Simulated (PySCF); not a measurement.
**Frequency calculation of ZrBr2**

ZrBr2, multiplicity 3, computed with UKS-based PBE, Zr def2-TZVP with ECP28, Br def2-TZVP; non-relativistic Hamiltonian with a scalar-relativistic core potential; density fitting (PySCF 2.14.0).

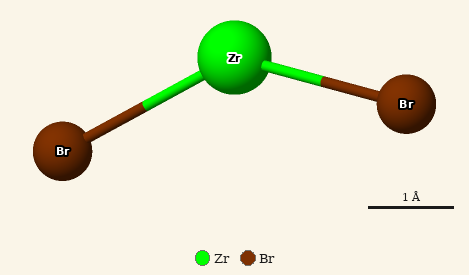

Figure 1. The structure as given in the input (ball-and-stick view, seen at a tilt). Sticks mark near contacts. Bond lengths as drawn: Br–Zr 2.50 Å.

Input file:
```python
from pyscf import gto, scf, dft
mol = gto.M(atom='''
Zr     0.000000     0.000000    -0.545096
Br     2.351388     0.000000     0.310179
Br    -2.351388     0.000000     0.310179''',
    basis={'Zr': 'def2-TZVP', 'Br': 'def2-TZVP'},
    ecp={'Zr': 'def2-TZVP'},
    charge=0, spin=2)
mf = dft.UKS(mol, xc='PBE')
mf.grids.atom_grid = (75, 302)
aux = {'Zr': 'def2-universal-JKFIT', 'Br': 'def2-universal-JKFIT'}
mf = mf.density_fit(auxbasis=aux)
mf.conv_tol = 1e-09
mf.diis_space = 10
mf.max_cycle = 60
mf.verbose = 4
mf.kernel()
```

The script is an equivalent of the set-up of the self-consistent field. The run itself was carried out by a driver, which started from the orbitals of the step before it where there was one and computed the further properties.

Machine: 4 threads of Arm Neoverse V1, 24 GiB of memory available, shared host.

Launched with:
```bash
OMP_NUM_THREADS=4 python axn.py task.json out
```

The program's output:
```
init E= -5194.68575895065
  alpha nocc = 42  HOMO = -0.166834252761453  LUMO = -0.10074211980728
  beta  nocc = 40  HOMO = -0.27822873818349  LUMO = -0.120862124976524
  HOMO = -0.166834252761  LUMO = -0.120862124977  gap/eV = 1.25097
cycle= 1 E= -5194.68575895061  delta_E= 3.64e-11  |g|= 7.65e-06  |ddm|= 1.11e-05
  alpha nocc = 42  HOMO = -0.166830506776723  LUMO = -0.100738814609306
  beta  nocc = 40  HOMO = -0.27822965914877  LUMO = -0.120859409739887
  HOMO = -0.166830506777  LUMO = -0.12085940974  gap/eV = 1.25094
Extra cycle  E= -5194.68575895032  delta_E= 2.91e-10  |g|= 2.24e-05  |ddm|= 3.21e-05
converged SCF energy = -5194.68575895032  <S^2> = 2.0067296  2S+1 = 3.0044831
```

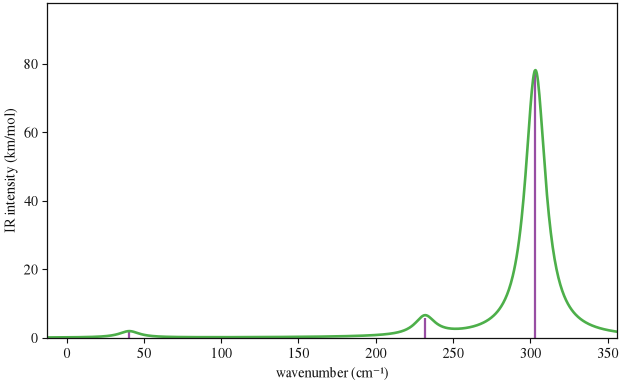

Figure 2. Harmonic infrared spectrum, unscaled: sticks (degenerate modes added up, dark ones marked on the axis) with a Lorentzian envelope of 16 cm⁻¹ full width, scaled to the tallest stick. 3 modes from 41 to 303 cm⁻¹, none imaginary. The strongest line is at 303 cm⁻¹ (78 km/mol). All modes, in cm⁻¹ (km/mol): 41 (1.9), 232 (5.6), 303 (78).

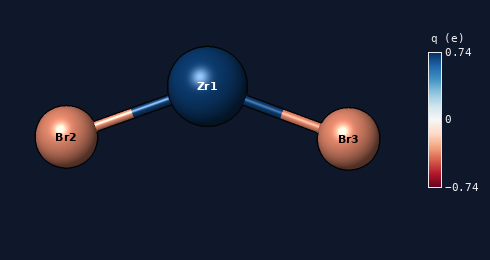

Figure 3. Mulliken charges, as the colour of each atom (ball-and-stick view, seen on its broad side; atoms are numbered from 1 in the order of the input). By element: Zr +0.70 and Br −0.35 e.

Results in brief:

| quantity | value |
| --- | --- |
| outcome | converged |
| total energy | −5194.685759 hartree |
| ⟨S²⟩ | 2.007 |
| zero-point energy | 0.001311 hartree |
| dipole moment | 1.61 D |
| wavenumbers, lowest and highest | 41 and 303 cm⁻¹ |
| wall time | 49 s (CPU time 2.8 min) |
| peak memory | 1 GiB |
